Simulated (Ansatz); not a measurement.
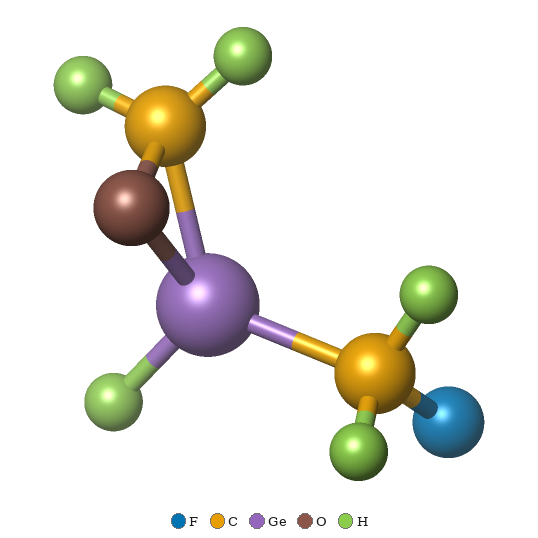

The structure as it stands in the input.

Input file:

```yaml
crystal:
  periodic: [false, false, false]
  atoms:
    - {symbol: F, position_ang: [-2.548001, 0.041316, 0.583075]}
    - {symbol: C, position_ang: [-1.337135, 0.710128, 0.575157]}
    - {symbol: Ge, position_ang: [-0.087063, -0.134087, -0.684912]}
    - {symbol: C, position_ang: [1.549593, -0.871774, -0.065169]}
    - {symbol: O, position_ang: [1.599484, 0.517257, -0.380752]}
    - {symbol: H, position_ang: [-0.904434, 0.681414, 1.577858]}
    - {symbol: H, position_ang: [-1.517088, 1.751007, 0.294418]}
    - {symbol: H, position_ang: [-0.467265, -0.119427, -2.165427]}
    - {symbol: H, position_ang: [2.132154, -1.515999, -0.724086]}
    - {symbol: H, position_ang: [1.662956, -1.110935, 0.992839]}
basis:
  gaussian: {orbitals: def2-TZVPP}
hamiltonian: {xc: r2scan, dispersion: d4}
output: {forces: true, orbitals: {seedname: orbitals}}
```

Command:

```sh
ansatz run in.yaml --threads 4 --pin off --events-out ev --progress --plain --max-ram 10444MiB
```

Result:

```
Functional definition: r2SCAN
  name "r2SCAN"
  cite "Furness, Kaplan, Ning, Perdew & Sun, J. Phys. Chem. Lett. 11, 8208 (2020) doi:10.1021/acs.jpclett.0c02405"
  cite "Furness, Kaplan, Ning, Perdew & Sun, J. Phys. Chem. Lett. 11, 9248 (2020) doi:10.1021/acs.jpclett.0c03077"
  parent r2scan
  parameter k0 = 0.174
  parameter k1 = 0.065
  parameter a1 = 4.9479
  exchange = r2scan_x(k0 = k0, k1 = k1, a1 = a1)
  correlation = r2scan_c
1320 factors; their error is unknown
mean field evaluation 1: about -63424.2031 eV, gradient 7.4e1 eV
mean field evaluation 2: about -63353.8182 eV, gradient 1.8e2 eV
mean field evaluation 4: about -63434.7621 eV, gradient 2.0e1 eV
mean field evaluation 8: about -63435.4358 eV, gradient 1.7e-1 eV
mean field evaluation 16: about -63435.4130 eV, gradient 7.7e-3 eV
mean field -63435.41301858 eV, -2331.2084303656 hartree, gradient 3.9e-5 eV, S^2 0.000000; 0 other end points of the search recorded, 0 dependent functions left out
the calculation of the forces begins
reference -63435.41302979 eV, -2331.2084307775 hartree; 33, 33 occupied and 209, 209 virtual orbitals, 1320 factors
Total energy: -63435.45710208 eV, -2331.2100504041 hartree
Atom 0 at    -2.548001     0.041316     0.583075 Å, force    -0.287698    -0.160645    -0.006630 eV/Å
Atom 1 at    -1.337135     0.710128     0.575157 Å, force     0.278905     0.201366     0.034964 eV/Å
Atom 2 at    -0.087063    -0.134087    -0.684912 Å, force    -0.214416    -0.113054    -0.098791 eV/Å
Atom 3 at     1.549593    -0.871774    -0.065169 Å, force     0.091261    -0.270625     0.086173 eV/Å
Atom 4 at     1.599484     0.517257    -0.380752 Å, force     0.112531     0.302825    -0.042348 eV/Å
Atom 5 at    -0.904434     0.681414     1.577858 Å, force     0.007955    -0.000314     0.006169 eV/Å
Atom 6 at    -1.517088     1.751007     0.294418 Å, force    -0.007749     0.008069    -0.001207 eV/Å
Atom 7 at    -0.467265    -0.119427    -2.165427 Å, force     0.036038     0.026256     0.026923 eV/Å
Atom 8 at     2.132154    -1.515999    -0.724086 Å, force    -0.004193     0.001358    -0.012845 eV/Å
Atom 9 at     1.662956    -1.110935     0.992839 Å, force    -0.012634     0.004764     0.007593 eV/Å
Dipole moment:    -0.093642    -0.091089     0.027698 e Å
```
